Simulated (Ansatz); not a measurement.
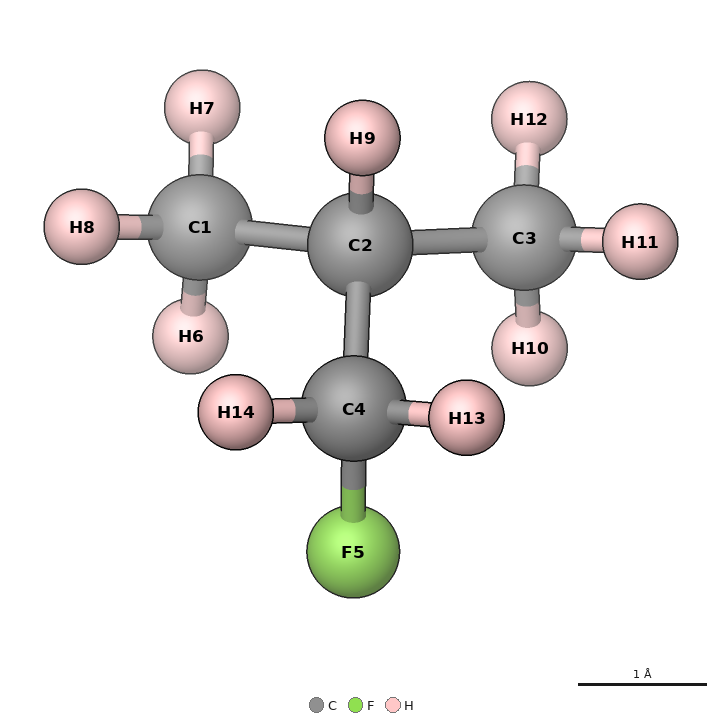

Orthographic view. Distant atoms are faded towards the background colour. The geometry was computed by an optimisation with PBE-D4/def2-SVP. No frequency run is at hand to confirm it as a minimum.

Write a MOL file (V2000) with the atoms in numerical order, bonds sorted by atom number with the orders drawn, and coordinates in the frame of the picture: x right, y up, z towards the viewer, origin at the mean position.

```
C4H9F
                    3D

 14 13  0  0  0  0  0  0  0  0999 V2000
   -1.2500    0.4700   -0.6100 C   0  0  0  0  0  0  0  0  0  0  0  0
    0.0100    0.3300    0.2600 C   0  0  0  0  0  0  0  0  0  0  0  0
    1.2900    0.3900   -0.5800 C   0  0  0  0  0  0  0  0  0  0  0  0
   -0.0400   -0.9500    1.0900 C   0  0  0  0  0  0  0  0  0  0  0  0
   -0.0500   -2.0700    0.2600 F   0  0  0  0  0  0  0  0  0  0  0  0
   -1.3200   -0.3900   -1.3200 H   0  0  0  0  0  0  0  0  0  0  0  0
   -1.2300    1.4000   -1.2000 H   0  0  0  0  0  0  0  0  0  0  0  0
   -2.1700    0.4700    0.0100 H   0  0  0  0  0  0  0  0  0  0  0  0
    0.0200    1.1700    1.0000 H   0  0  0  0  0  0  0  0  0  0  0  0
    1.3300   -0.4800   -1.2700 H   0  0  0  0  0  0  0  0  0  0  0  0
    2.2000    0.3600    0.0600 H   0  0  0  0  0  0  0  0  0  0  0  0
    1.3300    1.3100   -1.1900 H   0  0  0  0  0  0  0  0  0  0  0  0
    0.8400   -1.0200    1.7700 H   0  0  0  0  0  0  0  0  0  0  0  0
   -0.9700   -0.9800    1.7200 H   0  0  0  0  0  0  0  0  0  0  0  0
  1  2  1  0
  1  6  1  0
  1  7  1  0
  1  8  1  0
  2  3  1  0
  2  4  1  0
  2  9  1  0
  3 10  1  0
  3 11  1  0
  3 12  1  0
  4  5  1  0
  4 13  1  0
  4 14  1  0
M  END
```
